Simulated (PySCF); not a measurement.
# BSiH3 (SMILES B[SiH]) at UM06-2X-D3(0)/DZP (density fitting with cc-pvtz-jkfit)

What is the energy difference between two shapes of BSiH3 at UM06-2X-D3(0)/DZP (density fitting with cc-pvtz-jkfit)? 

Program for the calculation: PySCF 2.14.0.

7 further runs of the same task are left out: 1 for a faulty analytic Hessian, 3 that didn't finish, 3 set aside as unsound or not needed.

## (1) The molecule

The species is BSiH3 (5 atoms), meant as a triplet with charge 0. As SMILES, `B[SiH]`. The coordinates come from a GFN2-xTB relaxation.

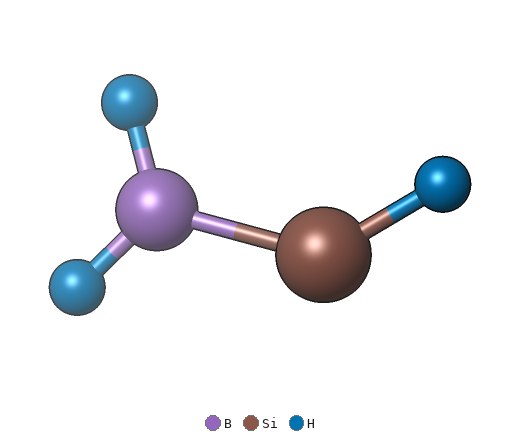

The structure, seen from a chosen angle (boron purple, silicon brown, hydrogen blue).

## (2) A stability test at UM06-2X-D3(0)/DZP (density fitting with cc-pvtz-jkfit)

File input.xyz:

```xyz
5

B     -0.206730    -0.708170     0.126670
Si     0.760780     0.829450    -0.350440
H     -1.303690    -0.620750     0.549520
H      0.263590    -1.779740     0.010050
H      0.486040     2.279200    -0.335800
```

File run.py:

```python
from pyscf import gto, dft

mol = gto.Mole()
mol.atom = 'input.xyz'
mol.spin = 2
mol.basis = 'dzp'
mol.max_memory = 1860
mol.verbose = 4
mol.build()

mf = dft.UKS(mol)
mf.xc = 'm06-2x'
mf = mf.density_fit(auxbasis='cc-pvtz-jkfit')
mf.max_cycle = 100
mf.disp = 'd3zero'
mf.kernel()
if not mf.converged:
    mf = mf.newton().run(mf.mo_coeff, mf.mo_occ)

e_final = mf.e_tot
print('Final energy', e_final)
mo_i, mo_e, stable_i, stable_e = mf.stability(internal=True, external=True, return_status=True)
print('stable: internal', stable_i, 'external', stable_e)
```

Command:

```sh
OMP_NUM_THREADS=1 python run.py
```

Standard output:

```text
PySCF version 2.14.0

[INPUT] num. atoms = 5
[INPUT] num. electrons = 22
[INPUT] charge = 0
[INPUT] spin (= nelec alpha-beta = 2S) = 2
[INPUT] symmetry False subgroup None
[INPUT] Mole.unit = angstrom
[INPUT] Symbol           X                Y                Z      unit          X                Y                Z       unit  Magmom
[INPUT]  1 B     -0.206730000000  -0.708170000000   0.126670000000 AA   -0.390663081731  -1.338247349633   0.239371608199 Bohr   0.0
[INPUT]  2 Si     0.760780000000   0.829450000000  -0.350440000000 AA    1.437665841047   1.567433334020  -0.662235623093 Bohr   0.0
[INPUT]  3 H     -1.303690000000  -0.620750000000   0.549520000000 AA   -2.463617051334  -1.173047491824   1.038442299971 Bohr   0.0
[INPUT]  4 H      0.263590000000  -1.779740000000   0.010050000000 AA    0.498112909174  -3.363221172933   0.018991747552 Bohr   0.0
[INPUT]  5 H      0.486040000000   2.279200000000  -0.335800000000 AA    0.918482485584   4.307063783109  -0.634570032629 Bohr   0.0

nuclear repulsion = 36.1605377382727
number of shells = 28
number of NR pGTOs = 94
number of NR cGTOs = 54
basis = dzp
ecp = {}

******** <class 'pyscf.df.df_jk.DFUKS'> ********
method = DFUKS
initial guess = minao
damping factor = 0
level_shift factor = 0
DIIS = <class 'pyscf.scf.diis.CDIIS'>
diis_start_cycle = 1
diis_space = 8
diis_damp = 0
SCF conv_tol = 1e-09
SCF conv_tol_grad = None
SCF max_cycles = 100
direct_scf = False
number electrons alpha = 12  beta = 10
XC library pyscf.dft.libxc version 7.0.0
    S. Lehtola, C. Steigemann, M. J.T. Oliveira, and M. A.L. Marques.,  SoftwareX 7, 1–5 (2018)
XC functionals = m06-2x
    Y. Zhao and D. G. Truhlar.,  Theor. Chem. Acc. 120, 215 (2008)
    Y. Zhao and D. G. Truhlar.,  Theor. Chem. Acc. 120, 215 (2008)
radial grids:
    Treutler-Ahlrichs [JCP 102, 346 (1995); DOI:10.1063/1.469408] (M4) radial grids

becke partition: Becke, JCP 88, 2547 (1988); DOI:10.1063/1.454033
pruning grids: <function nwchem_prune>
grids dens level: 3
symmetrized grids: False
atomic radii adjust function: <function treutler_atomic_radii_adjust>
small_rho_cutoff = 0
Set gradient conv threshold to 3.16228e-05
tot grids = 62656
******** <class 'pyscf.df.df.DF'> ********
auxbasis = cc-pvtz-jkfit
Calc dispersion correction with DFTD3.
Parameters: xc=m06-2x, version=d3zero, atm=False
init E= -315.933166734719
[... the frontier-level lines of each cycle are left out ...]


cycle= 1 E= -315.955845887969  delta_E= -0.0227  |g|= 0.162  |ddm|= 1.54
cycle= 2 E= -315.969743624212  delta_E= -0.0139  |g|= 0.114  |ddm|= 0.442
cycle= 3 E= -315.979661485479  delta_E= -0.00992  |g|= 0.0201  |ddm|= 0.18
cycle= 4 E= -315.980350675278  delta_E= -0.000689  |g|= 0.00767  |ddm|= 0.0558
cycle= 5 E= -315.980465541073  delta_E= -0.000115  |g|= 0.00315  |ddm|= 0.0195
cycle= 6 E= -315.980499316557  delta_E= -3.38e-05  |g|= 0.00122  |ddm|= 0.014
cycle= 7 E= -315.98050371479  delta_E= -4.4e-06  |g|= 0.000312  |ddm|= 0.00528
cycle= 8 E= -315.980504097227  delta_E= -3.82e-07  |g|= 0.000106  |ddm|= 0.00152
cycle= 9 E= -315.980504134038  delta_E= -3.68e-08  |g|= 2.4e-05  |ddm|= 0.00056
cycle= 10 E= -315.980504135274  delta_E= -1.24e-09  |g|= 7.05e-06  |ddm|= 8.6e-05
cycle= 11 E= -315.980504135374  delta_E= -1e-10  |g|= 2.06e-06  |ddm|= 2.26e-05
Extra cycle  E= -315.980504135383  delta_E= -9.04e-12  |g|= 1.11e-06  |ddm|= 6.24e-06
converged SCF energy = -315.980504135383  <S^2> = 2.004387  2S+1 = 3.0029232
Final energy -315.98050413538306
uhf_internal: lowest eigs of H = [0.24414994 0.25416615 0.27919184]
<class 'pyscf.df.df_jk.DFUKS'> wavefunction is stable in the internal stability analysis
uhf_real2complex: lowest eigs of H = [0.11045135 0.12264755 0.1341516 ]
<class 'pyscf.df.df_jk.DFUKS'> wavefunction is stable in the real -> complex stability analysis
uhf_external: lowest eigs of H = [0.02248597 0.02545303 0.05512894]
<class 'pyscf.df.df_jk.DFUKS'> wavefunction is stable in the UHF/UKS -> GHF/GKS stability analysis
stable: internal True external True
```

It took 58 s on 1 thread of Intel Xeon Platinum 8375C at 2.90GHz (Ice Lake), shared host; peak memory 0.44 GiB.

## (3) The distorted shape, same level

File start.xyz:

```xyz
5
BH3Si
B     -0.156125    -0.714875     0.112395
Si     0.816246     0.770380    -0.440225
H     -1.377546    -0.669444     0.634290
H      0.279117    -1.794114    -0.011291
H      0.452940     2.268835    -0.338435
```

File run.py:

```python
from pyscf import gto, dft

molecule = gto.M(
    atom='start.xyz',
    basis='dzp',
    max_memory=1860,
    spin=2,
    verbose=4,
)

calc0 = dft.UKS(molecule)
calc0.xc = 'm06-2x'
calc0 = calc0.density_fit(auxbasis='cc-pvtz-jkfit')
calc0.max_cycle = 100
calc0.disp = 'd3zero'
calc0.kernel()
if not calc0.converged:
    calc0 = calc0.newton().run(calc0.mo_coeff, calc0.mo_occ)

e_final = calc0.e_tot
print('Final energy', e_final)
mo_i, mo_e, stable_i, stable_e = calc0.stability(internal=True, external=True, return_status=True)
print('stable: internal', stable_i, 'external', stable_e)
```

Command:

```sh
OMP_NUM_THREADS=1 python run.py
```

Standard output:

```text
PySCF version 2.14.0

[INPUT] num. atoms = 5
[INPUT] num. electrons = 22
[INPUT] charge = 0
[INPUT] spin (= nelec alpha-beta = 2S) = 2
[INPUT] symmetry False subgroup None
[INPUT] Mole.unit = angstrom
[INPUT] Symbol           X                Y                Z      unit          X                Y                Z       unit  Magmom
[INPUT]  1 B     -0.156125000000  -0.714875000000   0.112395000000 AA   -0.295033491198  -1.350917963298   0.212395767770 Bohr   0.0
[INPUT]  2 Si     0.816246000000   0.770380000000  -0.440225000000 AA    1.542481390272   1.455807211842  -0.831904683187 Bohr   0.0
[INPUT]  3 H     -1.377546000000  -0.669444000000   0.634290000000 AA   -2.603184663990  -1.265065815733   1.198634383550 Bohr   0.0
[INPUT]  4 H      0.279117000000  -1.794114000000  -0.011291000000 AA    0.527454686710  -3.390384096248  -0.021336897672 Bohr   0.0
[INPUT]  5 H      0.452940000000   2.268835000000  -0.338435000000 AA    0.855932550860   4.287476771828  -0.639549460967 Bohr   0.0

nuclear repulsion = 35.7603134424554
number of shells = 28
number of NR pGTOs = 94
number of NR cGTOs = 54
basis = dzp
ecp = {}

******** <class 'pyscf.df.df_jk.DFUKS'> ********
method = DFUKS
initial guess = minao
damping factor = 0
level_shift factor = 0
DIIS = <class 'pyscf.scf.diis.CDIIS'>
diis_start_cycle = 1
diis_space = 8
diis_damp = 0
SCF conv_tol = 1e-09
SCF conv_tol_grad = None
SCF max_cycles = 100
direct_scf = False
number electrons alpha = 12  beta = 10
XC library pyscf.dft.libxc version 7.0.0
    S. Lehtola, C. Steigemann, M. J.T. Oliveira, and M. A.L. Marques.,  SoftwareX 7, 1–5 (2018)
XC functionals = m06-2x
    Y. Zhao and D. G. Truhlar.,  Theor. Chem. Acc. 120, 215 (2008)
    Y. Zhao and D. G. Truhlar.,  Theor. Chem. Acc. 120, 215 (2008)
radial grids:
    Treutler-Ahlrichs [JCP 102, 346 (1995); DOI:10.1063/1.469408] (M4) radial grids

becke partition: Becke, JCP 88, 2547 (1988); DOI:10.1063/1.454033
pruning grids: <function nwchem_prune>
grids dens level: 3
symmetrized grids: False
atomic radii adjust function: <function treutler_atomic_radii_adjust>
small_rho_cutoff = 0
Set gradient conv threshold to 3.16228e-05
tot grids = 62656
******** <class 'pyscf.df.df.DF'> ********
auxbasis = cc-pvtz-jkfit
Calc dispersion correction with DFTD3.
Parameters: xc=m06-2x, version=d3zero, atm=False
init E= -315.876260301553
[... the frontier-level lines of each cycle are left out ...]


cycle= 1 E= -315.950523944268  delta_E= -0.0743  |g|= 0.157  |ddm|=  1.5
cycle= 2 E= -315.964609718574  delta_E= -0.0141  |g|= 0.108  |ddm|= 0.427
cycle= 3 E= -315.973450425485  delta_E= -0.00884  |g|= 0.0215  |ddm|= 0.174
cycle= 4 E= -315.974212888534  delta_E= -0.000762  |g|= 0.00835  |ddm|= 0.0572
cycle= 5 E= -315.974345672832  delta_E= -0.000133  |g|= 0.00332  |ddm|= 0.0208
cycle= 6 E= -315.974384166297  delta_E= -3.85e-05  |g|= 0.00123  |ddm|= 0.0149
cycle= 7 E= -315.9743886808  delta_E= -4.51e-06  |g|= 0.000316  |ddm|= 0.00529
cycle= 8 E= -315.974389050815  delta_E= -3.7e-07  |g|= 0.000123  |ddm|= 0.00136
cycle= 9 E= -315.97438910437  delta_E= -5.36e-08  |g|= 3.85e-05  |ddm|= 0.000592
cycle= 10 E= -315.974389108748  delta_E= -4.38e-09  |g|= 1.08e-05  |ddm|= 0.000166
cycle= 11 E= -315.974389109052  delta_E= -3.04e-10  |g|= 2.99e-06  |ddm|= 4.2e-05
Extra cycle  E= -315.974389109067  delta_E= -1.49e-11  |g|= 1.69e-06  |ddm|= 8.69e-06
converged SCF energy = -315.974389109067  <S^2> = 2.0041184  2S+1 = 3.0027443
Final energy -315.9743891090667
uhf_internal: lowest eigs of H = [0.25117978 0.2520666  0.28260709]
<class 'pyscf.df.df_jk.DFUKS'> wavefunction is stable in the internal stability analysis
uhf_real2complex: lowest eigs of H = [0.11984926 0.12041352 0.13683209]
<class 'pyscf.df.df_jk.DFUKS'> wavefunction is stable in the real -> complex stability analysis
uhf_external: lowest eigs of H = [0.019473   0.03145457 0.04973355]
<class 'pyscf.df.df_jk.DFUKS'> wavefunction is stable in the UHF/UKS -> GHF/GKS stability analysis
stable: internal True external True
```

It took 63 s on 1 thread of Intel Xeon Platinum 8375C at 2.90GHz (Ice Lake), shared host; peak memory 0.44 GiB.

## (4) Summary of results

Level: UM06-2X-D3(0)/DZP (density fitting with cc-pvtz-jkfit).

| quantity | value |
| --- | --- |
| first shape: total energy | -315.98050 Eh |
| first shape: dipole moment | 0.92 D |
| first shape: HOMO energy (highest over α and β) | -7.26 eV |
| first shape: LUMO energy (lowest over α and β) | -2.83 eV |
| first shape: dispersion energy | -0.04 kJ/mol |
| first shape: ⟨S²⟩ | 2.004 |
| distorted shape: total energy | -315.97439 Eh |
| distorted shape: dipole moment | 1.10 D |
| distorted shape: HOMO energy (highest over α and β) | -7.43 eV |
| distorted shape: LUMO energy (lowest over α and β) | -2.89 eV |
| distorted shape: dispersion energy | -0.04 kJ/mol |
| distorted shape: ⟨S²⟩ | 2.004 |
| energy change with the atoms displaced | 0.166 eV |

In words: With the atoms displaced the energy rises by 0.17 eV (16.1 kJ/mol). The first shape isn't relaxed at this level, so the change isn't measured from a minimum. Mulliken charges (distorted shape) run from -0.24 on B1 to +0.21 on Si2; they depend strongly on the basis.
